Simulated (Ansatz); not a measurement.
**SiPb (model cell, started as layered BN type): phonons and vibrational spectra**

The cell of SiPb (model cell, started as layered BN type) is at rest. What are its phonons? After the zone centre comes a 3×3×2 q mesh on a 12×12×8 k mesh.

Program: Ansatz 0.2.0. Level of theory: DFT PBEsol, scalar-relativistic, plane waves, PAW. Results are calculated unless marked as measured.

The structure was built from a prototype and need not be the compound's stable phase.

## Step 1: Set-up

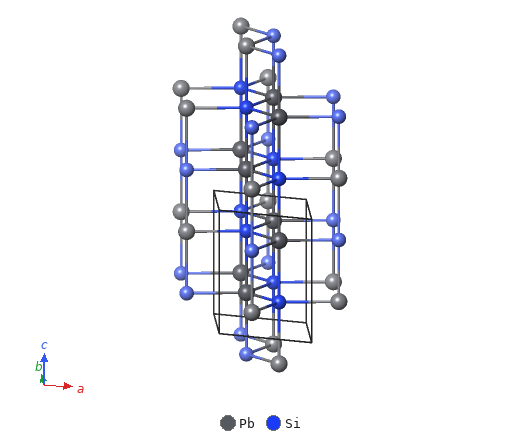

Start, viewed from a free direction; lead dark grey, silicon blue. 1×2×2 cells are drawn. Some periodic images of atoms are drawn too.

## Step 2: Modes at Γ

The cell comes from relaxations at this level that are not shown. The zone centre comes first: it holds the modes that light can see, as far as symmetry allows. No field response is asked, since the mesh shows no gap.

Input file input.yaml:

```yaml
crystal:
  lattice:
    - [4.7844966383, 3.1807e-06, 0.0]
    - [-2.3922510737, 4.1434940427, 0.0]
    - [0.0, 0.0, 5.7978855877]
  atoms:
    - { symbol: Pb, position: [0.3333333333, 0.6666666667, 0.25] }
    - { symbol: Pb, position: [0.6666666667, 0.3333333333, 0.75] }
    - { symbol: Si, position: [0.6666666667, 0.3333333333, 0.25] }
    - { symbol: Si, position: [0.3333333333, 0.6666666667, 0.75] }
kpoints:
  mp_grid: { grid: [12, 12, 8] }
hamiltonian:
  xc: pbesol
scf:
  occupations: { method: methfessel_paxton, width: 0.2 }
output:
  eigenvalues: true
phonons:
  method: dfpt
```

The run is started by

```sh
$ ansatz run input.yaml --threads 4 --pin off --max-ram 7168MiB --backend cpu --events-out ev --progress --plain --runs-dir out
```

Numbers of over 12 decimals in the logs are rounded to 6 here.

The log of the run:

```text
Engine: ansatz 0.2.0, x86_64-unknown-linux-gnu
Pseudopotentials: kind: paw
Pseudopotential: Pb, paw, valence charge 14, recommended cutoff 420 eV (normal), Pb.paw.azcp
Pseudopotential: Si, paw, valence charge 4, recommended cutoff 420 eV (normal), Si.paw.azcp
Functional definition: PBEsol
  exchange = pbesol_x
  correlation = pbesol_c
Crystal: 4 atoms, lattice volume = 114.940 Å³
Basis set: ecut = 420 eV, 2221 PW (Γ), exchange–correlation on 64×64×80 points (8 copies of the dense FFT grid, shifted against one another)
Bands: 22, of which v1, the nominal top of the filled ones, is band 18 counted from 1 (17 counted from 0)
Symmetry: 24 space group operations
k-points: 320 of 1152 (irreducible under 2 space group operations, time reversal used)
Non-local potential: Pb, projectors of the file, l = 0: 2, l = 1: 2, l = 2: 2, l = 3: 2
Non-local potential: Si, projectors of the file, l = 0: 2, l = 1: 2, l = 2: 2
PAW form: soft (Blöchl's): semilocal exchange-correlation on the pseudo side does not see the compensation charge
PAW frozen core: Pb, regenerated for the run's functional, and the local potential with it (the file was generated under x = pbe(κ = 0.804, μ = 0.219515), c = pbe(β = 0.066725))
PAW frozen core: Si, regenerated for the run's functional, and the local potential with it (the file was generated under x = pbe(κ = 0.804, μ = 0.219515), c = pbe(β = 0.066725))
PAW one-centre angular grid: Pb, 590 points (default); XC on 64 Gauss nodes
PAW one-centre angular grid: Si, 110 points (default); XC on 64 Gauss nodes
Initial density: superposition of atomic densities (neutral atoms: chi_scale 0, normalization atom), corrected by the library's trained network
Initial wavefunctions: pseudopotential atomic-orbital guess
Functional: x = pbesol(κ = 0.804, μ = 0.123457), c = pbesol(β = 0.046)
SCF iter   1: F=—  HF=-24750.407062 eV  |F-HF|=—  |Δ(HF+E_count)|=         —  Δρ=2.05e-3  dr2=7.61e-3  ethr=1.77e-3  ⟨swp⟩=6.4  Hψ=36262  notcnv=0
preconditioner: auto → LDOS  [metal: Δε(μ)=0.023 eV  Ē_g=13.521 eV  σ=0.200 eV  W_gap=0.10  n_scr=22 (ndim 8)  ℏωp=20.8 eV  f_vac=0.044  D(μ)=2.32/eV (n_scr^D=20)  β→1.0]
SCF iter   2: F=—  HF=-24750.404437 eV  |F-HF|=—  |Δ(HF+E_count)|=   2.62e-3  S|Δr|=    0.00e0  Δρ=5.28e-4  dr2=3.10e-4  ethr=2.11e-5  ⟨swp⟩=2.6  Hψ=15492  notcnv=0
SCF iter   3: F=—  HF=-24750.404496 eV  |F-HF|=—  |Δ(HF+E_count)|=   5.89e-5  S|Δr|=    0.00e0  Δρ=2.59e-4  dr2=6.83e-5  ethr=8.62e-7  ⟨swp⟩=2.0  Hψ=12852  notcnv=0
SCF iter   4: F=—  HF=-24750.404467 eV  |F-HF|=—  |Δ(HF+E_count)|=   2.91e-5  S|Δr|=    0.00e0  Δρ=4.24e-5  dr2=1.66e-6  ethr=1.90e-7  ⟨swp⟩=2.0  Hψ=12161  notcnv=0
SCF iter   5: F=—  HF=-24750.404467 eV  |F-HF|=—  |Δ(HF+E_count)|=   4.53e-7  S|Δr|=    0.00e0  Δρ=5.07e-6  dr2=2.70e-8  ethr=4.62e-9  ⟨swp⟩=2.0  Hψ=12948  notcnv=0
SCF iter   6: F=—  HF=-24750.404467 eV  |F-HF|=—  |Δ(HF+E_count)|=   2.03e-8  S|Δr|=    0.00e0  Δρ=6.75e-7  dr2=7.53e-10  ethr=7.50e-11  ⟨swp⟩=2.0  Hψ=9752  notcnv=0
SCF iter   7: F=—  HF=-24750.404467 eV  |F-HF|=—  |Δ(HF+E_count)|=  1.16e-10  S|Δr|=    0.00e0  Δρ=1.60e-7  dr2=3.55e-11  ethr=2.09e-12  ⟨swp⟩=2.0  Hψ=9571  notcnv=0
SCF iter   8: F=-24750.404467 eV  HF=-24750.404467 eV  |F-HF|=3.64e-12  |Δ(HF+E_count)|=  1.46e-11  S|Δr|=    0.00e0  Δρ=1.22e-8  dr2=8.08e-14  ethr=1.00e-12  ⟨swp⟩=7.1  Hψ=40313  notcnv=0
SCF 1 converged in 8 iterations: F = -24750.404467 eV  dr2 = 8.08e-14
  greatest PAW one-centre occupation: 0.978 electrons in one spin orbital (limit 2), on the Pb atom at site 1 (counted from 0), in its partial waves of l = 2
DFPT response loops at Γ: preconditioner auto → Kerker (q_TF=auto, 2.248 Å⁻¹) (partly filled bands, converged f_vac=0.043); β = 1.00, the filter's whole step (`scf.mixing.beta` (0.50) is not read by the response loops under this deck's `scf.mixing.preconditioner`; to damp them name `kerker` or `kerker_dos`, under which they read `scf.mixing.beta`, and type it under 1.00, their step now; both keys bind the ground state too); Broyden in place of MSR1
SCF converged after 8 iterations
Stability not checked: this state was not tested for a lower state beside it, because cold or Methfessel-Paxton smearing, or corrected tetrahedra, fill the levels in a way that the test cannot read (fill_not_monotonic; see scf.lower_state_search)
Free energy (F): -24750.404467 eV
Harris-Foulkes:  -24750.404467 eV  (|F-HF|=3.64e-12)
Internal energy: -24750.404302 eV  (E = F + TS)
E sigma→0 (E₀):  -24750.404425 eV
Entropy (-TS):   -0.000165 eV (-0.041 meV/atom)
Fermi energy:    7.111201 eV
--- Per-component energies (eV) ---
  E_band       = -151.113911
  E_kinetic    = 657.839728
  E_local      = -2714.109716  (includes V_loc(G=0)·N_el)
  E_nonlocal   = 756.471818
  E_hartree    = 1094.088075
  E_xc         = -544.280887
  E_vxc        = -355.388992  (∫ρ·V_xc dr)
  E_paw        = -21513.718175  (= ΣΔE_a)
  E_vpaw       = -684.103005  (= ΣTr[D̂ρ^β])
  E_aug_tail   = 0.000106  (compensation charges beyond the density's cutoff)
  E_ewald      = -2486.882605
  E_core_change = 0.187355  (= ΣΔE_core)
  E_smearing   = -0.000165  (= −TS)
  E_closure    = -0.000000  (closes the sum)
  Σ components = -24750.404467   (vs F -24750.404467, Δ=0.00e0)
--- Band table (eV; the first three rows and the last of 320) ---
  k-point 0: bands = [... 14 lower, 5.0059, 5.0059, 6.0490, 7.3337, 7.4747, 7.4747, 8.7931, 8.7931]
  k-point 1: bands = [... 14 lower, 5.0728, 5.0728, 5.4493, 7.3335, 7.3335, 8.0703, 8.8382, 8.8382]
  k-point 2: bands = [... 14 lower, 4.6063, 5.2702, 5.2702, 6.9627, 6.9627, 9.0009, 9.0009, 9.2344]
  k-point 319: bands = [... 14 lower, 4.2759, 4.2759, 8.1666, 8.1666, 8.6706, 8.6706, 10.1446, 10.1446]
--- Phonons (Γ-DFPT): 4 representative perturbations + reference, on 320 of 1152 k-points (Σ response iterations 12) ---
  k mesh reduced under 2 symmetry operations, with k and −k counted as one. Each operation leaves every solved perturbation unchanged. A smaller set is not used because it would not reduce the number of displacements times k-points to solve
  ASR residual: 1.797e-5 → 0.000e0 eV/Å²; symmetrization residual: 6.181e-5 eV/Å²
  ASR residual per site (eV/Å²): 1.80e-5 1.80e-5 5.85e-6 5.85e-6
  Γ frequencies (cm⁻¹): 0.00 0.00 0.00 27.59 32.79 32.79 166.69 176.86 239.02 239.02 250.66 250.66
  non-analytic LO–TO correction: not included (Born effective charges unavailable; polar crystals: no LO–TO splitting at Γ)
```

The job ended after 44 s (4 threads of Intel Xeon 6975P-C (Granite Rapids), shared host; peak memory 3 GiB; 2.7 min of CPU time).

Numbers from this step:

```yaml
volume_per_atom: 28.74 Å³
gap_on_the_k_mesh: 0 eV
sum_rule_residual_before_enforcement: 1.80e-5 eV/Å²
point_group: 6/mmm
highest_optical_mode_at_the_zone_centre_no_lo_to_term: 250.7 cm⁻¹
lowest_optical_zone_centre_mode: 27.59 cm⁻¹
```

Patterns of degenerate modes are one choice out of their space. The modes at Γ (shares of kinetic energy by element, %):

```
mode  frequency (cm⁻¹)  symmetry  Pb %  Si %
   1               0.0  acoustic    88    12
   2               0.0  acoustic    88    12
   3               0.0  acoustic    88    12
   4              27.6       B1g    88    12
   5              32.8       E2g    89    11
   6              32.8       E2g    89    11
   7             166.7       B1g    12    88
   8             176.9       A2u    12    88
   9             239.0       E1u    12    88
  10             239.0       E1u    12    88
  11             250.7       E2g    11    89
  12             250.7       E2g    11    89
```

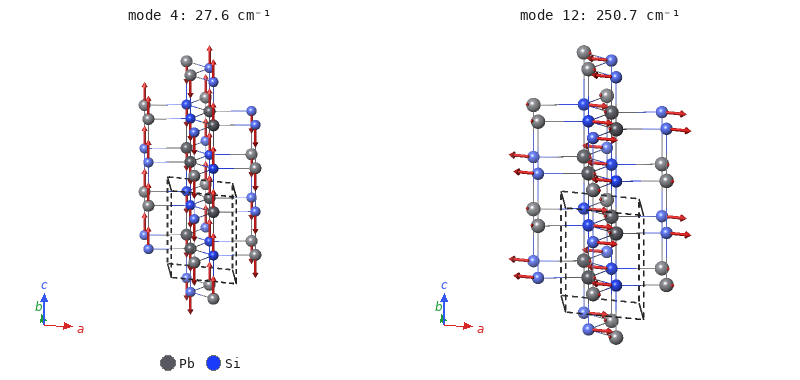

Displacement patterns of modes 4 and 12 at Γ; arrows are exaggerated. 1×2×2 cells are drawn. Some periodic images of atoms are drawn too.

Before it was imposed, the acoustic sum rule was missed by 1.8e-5 eV/Å². Small misses are needed for a sound result but don't prove that mesh and cutoff are converged. The lowest optical mode is real, 27.6 cm⁻¹.

## Step 3: The dispersion

Stability and thermal properties need the whole zone. Linear response on a 3×3×2 q mesh gives force constants as far as a supercell of that size would.

input.yaml: that of step 2 with these lines changed.

```diff
@@ -20 +20,9 @@
   method: dfpt
+  qmesh: [3, 3, 2]
+  temperatures: { t_max: 1000, t_step: 50 }
+  qpath:
+    path:
+      - [[0.0, 0.0, 0.0], [0.5, 0.0, 0.0], [0.33333333, 0.33333333, 0.0], [0.0, 0.0, 0.0], [0.0, 0.0, 0.5], [0.5, 0.0, 0.5], [0.33333333, 0.33333333, 0.5], [0.0, 0.0, 0.5]]
+      - [[0.5, 0.0, 0.5], [0.5, 0.0, 0.0]]
+      - [[0.33333333, 0.33333333, 0.5], [0.33333333, 0.33333333, 0.0]]
+    npoints: 10
```

The log of the run:

```text
Warning: phonons: the dynamical matrix that this run interpolates holds no multipole term above the dipole-dipole one, and a site of this crystal is no centre of inversion, so its interpolated transverse optical and acoustic branches and sound speeds can stay off near Gamma, and the density of states and the thermodynamics with them. What a run solves at a wave vector of phonons.qpoints, Gamma apart, where the deck admits one, is free of this, and under fd what a larger phonons.supercell samples
[...]
Crystal: 4 atoms, lattice volume = 114.940 Å³
Basis set: ecut = 420 eV, 2221 PW (Γ), exchange–correlation on 64×64×80 points (8 copies of the dense FFT grid, shifted against one another)
Bands: 22, of which v1, the nominal top of the filled ones, is band 18 counted from 1 (17 counted from 0)
Symmetry: 24 space group operations
k-points: 95 of 1152
[...]
SCF iter   1: F=—  HF=-24750.407296 eV  |F-HF|=—  |Δ(HF+E_count)|=         —  Δρ=2.04e-3  dr2=7.60e-3  ethr=1.77e-3  ⟨swp⟩=6.5  Hψ=10810  notcnv=0
[...]
SCF iter   8: F=-24750.404467 eV  HF=-24750.404467 eV  |F-HF|=1.46e-11  |Δ(HF+E_count)|=  2.55e-11  S|Δr|=    0.00e0  Δρ=1.13e-8  dr2=6.82e-14  ethr=1.00e-12  ⟨swp⟩=7.1  Hψ=11841  notcnv=0
SCF 1 converged in 8 iterations: F = -24750.404467 eV  dr2 = 6.82e-14
[...]
iter 1 solved again at ethr=3.32e-7 eV; its pass at ethr=3.10e-3 eV (dr2=1.20e-4 eV) is discarded
SCF iter   1: F=—  HF=-24750.404467 eV  |F-HF|=—  |Δ(HF+E_count)|=         —  Δρ=7.27e-7  dr2=4.32e-10  ethr=3.32e-7  ⟨swp⟩=3.2  Hψ=17322  notcnv=0
eigensolver tolerance schedule: the retry pair's looser diagonalisation over-reported the residual by 276808.39 of it (diagonalisation noise at an unbounded share of the residual, at the tolerance the schedule requests for it); recorded, not acted on — ethr = c·dr2/N_el stays at c = 1.0e-1
[...]
SCF iter   2: F=—  HF=-24750.404467 eV  |F-HF|=—  |Δ(HF+E_count)|=   6.15e-7  S|Δr|=    0.00e0  Δρ=1.06e-6  dr2=9.18e-10  ethr=1.20e-12  ⟨swp⟩=4.3  Hψ=7097  notcnv=0
[...]
SCF iter   6: F=-24750.404467 eV  HF=-24750.404467 eV  |F-HF|=3.64e-12  |Δ(HF+E_count)|=  3.64e-12  S|Δr|=    0.00e0  Δρ=7.01e-8  dr2=4.10e-12  ethr=1.00e-12  ⟨swp⟩=2.3  Hψ=5613  notcnv=0
SCF 2 converged in 6 iterations: F = -24750.404467 eV  dr2 = 4.10e-12
phonons: the bands overlap, so this run is a metal and interpolates without the dipole-dipole term. If the crystal is really an insulator or semiconductor, its LO-TO splitting is missing
NSCF: frozen V_eff on 95 k-points
[...]
DFPT response loops at q = (0, 0, 0) (fractional): preconditioner auto → Kerker (q_TF=auto, 2.248 Å⁻¹) (partly filled bands, converged f_vac=0.043); β = 1.00, the filter's whole step (`scf.mixing.beta` (0.50) is not read by the response loops under this deck's `scf.mixing.preconditioner`; to damp them name `kerker` or `kerker_dos`, under which they read `scf.mixing.beta`, and type it under 1.00, their step now; both keys bind the ground state too); Broyden in place of MSR1
[...]
SCF converged after 8 iterations
[...]
Free energy (F): -24750.404467 eV
[...]
Internal energy: -24750.404302 eV  (E = F + TS)
E sigma→0 (E₀):  -24750.404425 eV
Entropy (-TS):   -0.000165 eV (-0.041 meV/atom)
Fermi energy:    7.111201 eV
[...]
--- Band table (eV; the first three rows and the last of 95) ---
  k-point 0: bands = [... 14 lower, 5.0059, 5.0059, 6.0490, 7.3337, 7.4747, 7.4747, 8.7931, 8.7931]
  k-point 1: bands = [... 14 lower, 5.0728, 5.0728, 5.4493, 7.3335, 7.3335, 8.0703, 8.8382, 8.8382]
  k-point 2: bands = [... 14 lower, 4.6063, 5.2702, 5.2702, 6.9627, 6.9627, 9.0009, 9.0009, 9.2344]
  k-point 94: bands = [... 14 lower, 3.9671, 3.9671, 8.5130, 8.5130, 9.1935, 9.1935, 9.9800, 9.9800]
--- Phonons (Γ-DFPT): 4 representative perturbations + reference (Σ response iterations 12) ---
  ASR residual: 1.548e-5 → 0.000e0 eV/Å²; symmetrization residual: 6.995e-6 eV/Å²
  ASR residual per site (eV/Å²): 1.55e-5 1.55e-5 7.07e-6 7.07e-6
[...]
--- Phonons (arbitrary-q DFPT): 6 irreducible q on the 3×3×2 mesh ---
  q = [0.0000, 0.0000, 0.0000] (star 1, of the zone-centre solve; hermiticity 2.53e-6, symmetrization 1.72e-7): -0.00 -0.00 0.00 27.59 32.79 32.79 166.69 176.86 239.02 239.02 250.66 250.66
  q = [0.0000, 0.0000, -0.5000] (star 1, 4 solved perturbations in 930 linear systems a pass and spin channel, the states on 370 of 1152 k-point pairs; hermiticity 4.61e-6, symmetrization 4.94e-7): 9.24 9.24 9.24 9.24 64.68 64.68 157.53 157.53 236.47 236.47 236.47 236.47
[...]
sum rule: each row above includes the acoustic sum rule's correction from the zone centre's row sums; it moved no ω² by more than (0.26 cm⁻¹)²
  mesh force constants: q→R imaginary residual 1.51e-16; ASR residual 1.548e-5 → 0.000e0 eV/Å²; symmetrization residual 6.217e-15 eV/Å²
  interpolated dispersion: 93 rows × 12 modes
  density of states and harmonic sums: on the 15×15×12 q-mesh, interpolated from the force constants of a 3×3×2 supercell (no non-analytic term)
  largest difference from the sums on the solved wave vectors: F 5.95e-3 eV, S 1.57e-5 and C_V 9.80e-6 eV/K
  zero-point energy: 0.094072 eV/cell   skipped modes (ω ≤ 0): 25, of them read as no rigid motion or as one in doubt: 22 (5.185e-2 modes/cell left out, lowest -9.48 cm⁻¹)   left out of the sums: 4.41e-3 of the cell's modes: C_V's classical limit lies that fraction below 3 k_B per atom; for a crystal, a wire or a layer, F and S can be off by more, and a phonons.interpolated_qmesh denser along its periods is the remedy for the sampling
```

Elapsed: 6 min, on 4 threads; peak memory 4.2 GiB.

Numbers from this step:

| Item | Value |
| --- | --- |
| sum-rule residual before enforcement | 1.55e-5 eV/Å² |
| lowest frequency on the path | -10.95 cm⁻¹ |
| highest frequency on the path or at a solved wavevector | 252.6 cm⁻¹ |
| lowest mode on the q mesh (acoustic modes at Γ apart) | 5.3 cm⁻¹ |

Frequencies (cm⁻¹) solved at each irreducible wavevector; negative means imaginary. Frequencies by wavevector, by row:

```
q in reciprocal lattice units  star  mode 1  mode 2  mode 3  mode 4  mode 10  mode 11  mode 12
                        0 0 0     1       0       0       0    27.6      239    250.7    250.7
                     0 0 -0.5     1     9.2     9.2     9.2     9.2    236.5    236.5    236.5
                   0 0.3333 0     6     5.3    24.7      28    35.3    230.2    235.6    242.1
                0 0.3333 -0.5     6    18.9    18.9    60.6    60.6    225.8    233.3    233.3
              0.3333 0.3333 0     2    27.2    37.5    37.5    42.9    202.6    237.7    252.6
           0.3333 0.3333 -0.5     2    40.1    40.1    63.6    63.6    206.3      247      247
```

Interpolated from a 3×3×2 q mesh. Phonon branches along the path, in cm⁻¹:

```
    point  branch 1  branch 2  branch 3  branch 4  branch 9  branch 10  branch 11  branch 12
        Γ         0         0         0        28       239        239        251        251
        M       -11       -10        34        34       200        231        232        239
        K        27        37        37        43       203        203        238        253
        Γ         0         0         0        28       239        239        251        251
        A         9         9         9         9       236        236        236        236
        L        15        15        63        63       221        221        233        233
        H        40        40        64        64       206        206        247        247
        A         9         9         9         9       236        236        236        236
jump to L        15        15        63        63       221        221        233        233
        M       -11       -10        34        34       200        231        232        239
jump to H        40        40        64        64       206        206        247        247
        K        27        37        37        43       203        203        238        253
```

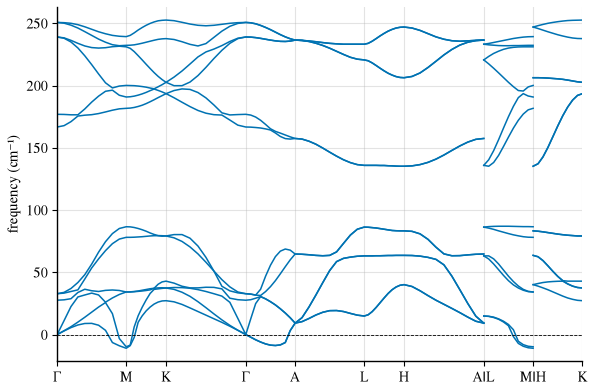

Phonon branches along the path.

(Continued in part 2 of 2.)

[Logs are printed without paths, hosts, clocks, repeated set-up lines and the standing remarks that a program may print on its own settings, such as how far it seeks lower states.]

[Hosts, paths, dates, database ids (printed as entryN), source tags and the programs' standing remarks are cut or masked in the printed files.]
